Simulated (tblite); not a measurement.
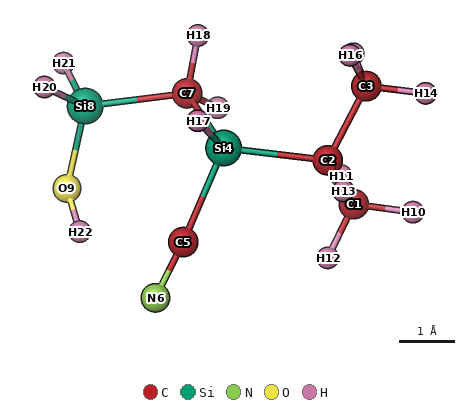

Fig. 1: The structure (ball-and-stick view, seen at a tilt; atoms are numbered from 1 in the order of the input). Bond lengths as drawn: C–C 1.53 Å, C–H 1.09 to 1.10 Å, C–N 1.15 Å, C–Si 1.88 to 1.91 Å, H–O 0.96 Å, H–Si 1.46 to 1.47 Å and O–Si 1.62 Å.

# Run report: C5H13NOSi2, frequency calculation

System: C5H13NOSi2, SMILES CC(C)[Si@H](C#N)C[SiH2]O.
Method: GFN2-xTB harmonic vibrations, gas phase (tblite 0.8.0).

**Input**
```
{"job": {"kind": "ir", "xc": "GFN2-xTB", "basis": "xTB"}, "charge": 0, "multiplicity": 1}
C     -1.873541    -1.091050     0.855478
C     -1.752412    -0.246427    -0.412503
C     -2.442044     1.101895    -0.218292
Si     0.070297    -0.005189    -0.938828
C      0.821438    -1.720474    -1.048152
N      1.350703    -2.737575    -1.072807
C      1.118127     0.947755     0.317645
Si     3.008371     0.718757     0.146116
O      3.463760    -0.795778     0.480149
H     -2.921000    -1.244220     1.112943
H     -1.391191    -0.598195     1.697943
H     -1.410678    -2.066728     0.718142
H     -2.277404    -0.777200    -1.214848
H     -3.490037     0.963093     0.044702
H     -1.965762     1.664925     0.582374
H     -2.396930     1.696475    -1.128396
H      0.162884     0.538635    -2.301384
H      0.881720     2.007686     0.235200
H      0.831292     0.650840     1.327694
H      3.386522     1.113618    -1.213189
H      3.712072     1.467152     1.179126
H      3.103403    -1.568610     0.048468
```

The first line tells a small driver script what to run in tblite; the rest is the geometry in Å.

Hardware: 1 CPU thread, shared host.

Launched with:
```bash
OMP_NUM_THREADS=1 python <driver script> task.json out
```

**Log**
```
mode    cm-1     km/mol
  1      28.7      0.24
  2      39.3      0.47
  3      78.8      5.59
  4      83.7      1.48
  5      94.9      5.69
  6     128.9      3.82
  7     152.5      0.15
  8     223.4      0.02
  9     236.5      3.59
 10     242.9      1.55
 11     244.3      0.43
 12     304.1      1.19
 13     325.6      9.03
 14     353.8     79.54
 15     358.1     60.37
 16     407.6      6.08
 17     488.7     32.18
 18     576.5     22.22
 19     595.2     42.97
 20     607.4     52.16
 21     613.7     33.34
 22     674.3     63.28
 23     695.4    113.28
 24     698.7    194.14
 25     761.1    139.06
 26     774.4    288.99
 27     807.7    419.03
 28     820.5    112.13
 29     927.7    212.16
 30     946.1      9.12
 31     948.8     10.86
 32     994.9      0.73
 33    1018.9      1.92
 34    1043.7     13.45
 35    1131.5      5.16
 36    1136.8    129.90
 37    1178.8      1.61
 38    1280.5      5.32
 39    1307.5      0.04
 40    1415.0      1.95
 41    1427.5      0.82
 42    1446.7      0.35
 43    1499.9      0.28
 44    1510.1      2.20
 45    1511.0      2.87
 46    1517.1      5.00
 47    2209.8    182.27
 48    2238.8    475.44
 49    2317.6    283.78
 50    2346.9     33.44
 51    2918.0     45.65
 52    2968.1     27.42
 53    2993.6     19.55
 54    3005.8      2.52
 55    3009.3    102.13
 56    3016.3      8.21
 57    3022.8     79.30
 58    3026.8     19.06
 59    3029.3     35.82
 60    3609.8     36.43
```

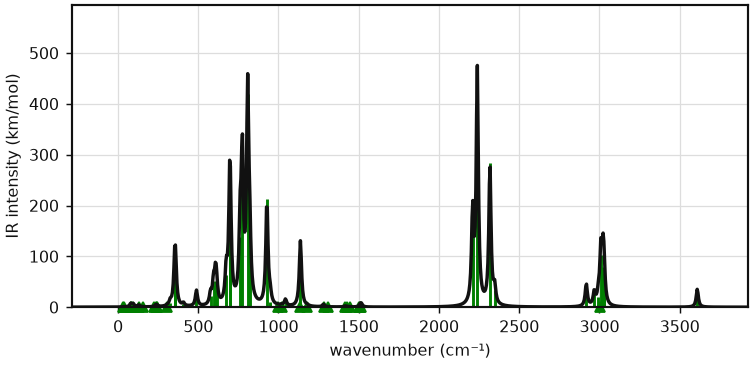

Fig. 2: Harmonic infrared spectrum, unscaled: sticks (degenerate modes added up, dark ones marked on the axis) with a Lorentzian envelope of 16 cm⁻¹ full width, scaled to the tallest stick. 60 modes from 29 to 3610 cm⁻¹, none imaginary. The strongest line is at 2239 cm⁻¹ (475 km/mol).

**Key numbers**

- outcome: converged
- total energy: −755.7307 eV
- zero-point energy: 104.8910 kcal/mol
- wall time: 2 s
- peak memory: 0.18 GiB
